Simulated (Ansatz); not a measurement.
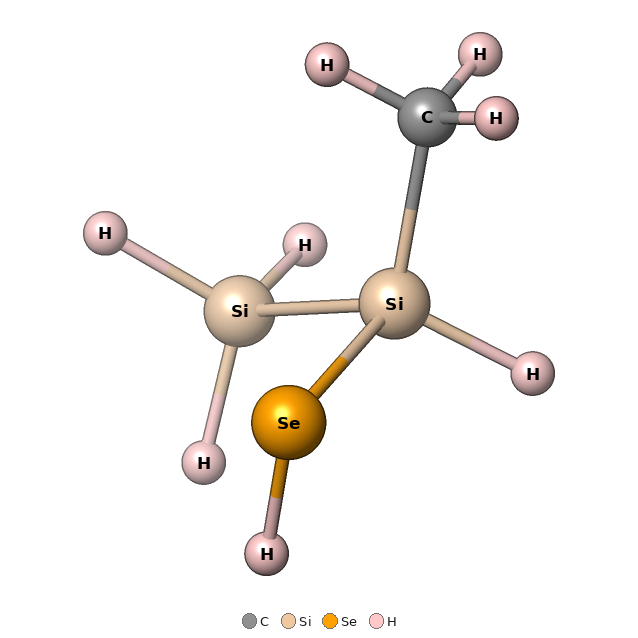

Depth is shown by fading: the farther an atom, the more it takes the colour of the background. Computed geometry: PBE0-D4/def2-TZVP optimisation. No frequency run is at hand to confirm it as a minimum.

Q: List the symmetry elements and name the point group.

A: It has no symmetry element but the identity, so the point group is C1. The group has 1 operation. The geometry is chiral, and symmetry allows a dipole moment.
